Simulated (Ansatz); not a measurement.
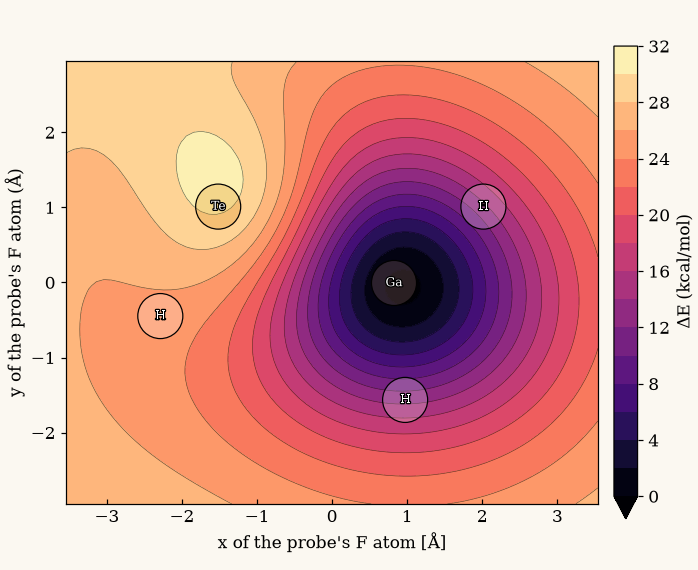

Energy landscape of GaH₃Te (SMILES [GaH2][TeH]) with the probe F-. The probe is moved over a plane parallel to the molecule's main plane, 2.70 Å above it. First axis: x of the probe's F atom. Second axis: y of the probe's F atom. Nothing is relaxed (molecule and probe rigid). The scan uses a 13 × 11 grid. Points are written as (first, second). Energies are in kcal/mol, from the lowest grid point. These are results of Ansatz 0.2.0, RHF/def2-SVPD, not measurements.

In the figure: filled contours, labelled circles for the molecule's atoms, projected on the plane. Between grid points the surface is interpolated. 

### What does the map say about the system?

The lowest grid point is at (1.18 Å, 0.00 Å) [nearest 1 Ga at 2.72 Å]. The bottom of the well lies between grid points, at about (0.94 Å, −0.06 Å), about 0.55 kcal/mol lower on the interpolated surface. No other kind of well shows on this grid. The highest grid point, (−1.77 Å, 1.18 Å) [nearest 1 Te at 2.72 Å], lies 30.5 kcal/mol above the lowest. Near the minimum the well is nearly round, with a curvature of about 0.82 eV/Å².

Grid values (kcal/mol):

```csv
"y of the probe's F atom ↓, x of the probe's F atom →",−3.54,−2.95,−2.36,−1.77,−1.18,−0.59,0.00,0.59,1.18,1.77,2.36,2.95,3.54
2.95,29.7,29.4,29.2,28.7,27.7,26.3,25.0,24.3,24.3,24.9,25.7,26.6,27.4
2.36,28.9,28.9,29.2,29.3,28.1,25.7,23.1,21.5,21.3,22.2,23.7,25.1,26.3
1.77,28.1,28.2,29.3,30.4,29.5,25.7,20.7,17.3,16.7,18.4,20.9,23.2,25.1
1.18,27.2,27.3,28.7,30.5,29.8,24.6,16.9,11.2,10.3,13.2,17.4,21.0,23.7
0.59,26.6,26.5,27.5,28.7,27.4,21.1,11.6,4.5,3.5,7.8,13.8,18.8,22.4
0.00,26.3,26.0,26.2,26.1,23.6,17.0,7.7,0.7,0.0,4.9,11.7,17.5,21.6
−0.59,26.3,25.6,25.2,24.1,21.2,15.4,8.1,2.8,2.4,6.5,12.4,17.8,21.7
−1.18,26.4,25.6,24.8,23.5,21.0,17.0,12.4,9.2,9.0,11.5,15.5,19.4,22.5
−1.77,26.8,26.0,25.2,24.1,22.4,20.0,17.6,15.9,15.8,17.1,19.3,21.7,23.8
−2.36,27.4,26.7,26.1,25.3,24.2,22.9,21.6,20.8,20.7,21.3,22.4,23.8,25.2
−2.95,28.0,27.5,27.0,26.5,25.8,25.1,24.4,24.0,23.9,24.2,24.8,25.6,26.4
```

Each point was launched as `ansatz run input.yaml --threads 1 --pin off --max-ram 2560MiB --backend cpu --events-out ev --progress --plain --runs-dir out`. Time for the 143 points that were run: 9.9 min on 1 thread of Arm Neoverse V2, with other jobs on the host.
